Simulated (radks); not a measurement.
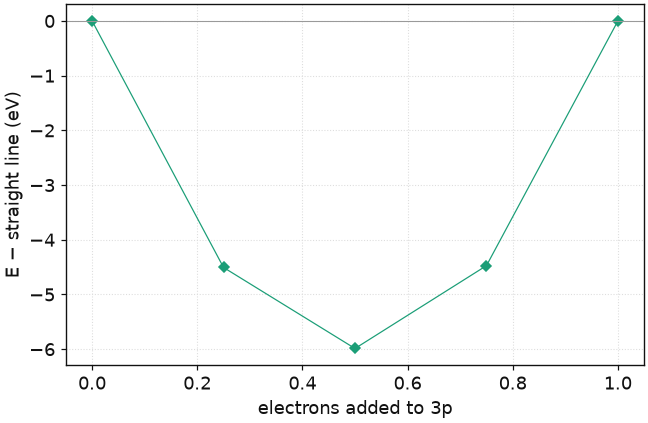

All numbers are computed, not measured: scalar-relativistic Kohn-Sham, r2SCAN, spin-polarised, spherical densities, finite nucleus (the in-house radial solver radks). The occupation of the 3p shell is varied from Eu⁴⁺ ([Ne] 3s2 3p5 3d10 4s2 4p6 4d10 4f6 5s2 5p6 (high spin)) to Eu³⁺ ([Xe] 4f6 (high spin)), with spherical fractional occupations. The plot shows the total energy less the straight line between the end points.

Q: Describe the curve.

A: The curve is convex (below the straight line), with the largest deviation among the points computed, −5.99 eV, at 0.5. The end points differ by 1542 eV, the energy to take the electron out. Convexity is the mark of the delocalisation error, which puts fractional charges too low; for p, d and f shells the spherical spreading of the fraction adds to it. The shell lies under occupied ones, so the straight line is a guide here rather than an exact condition.
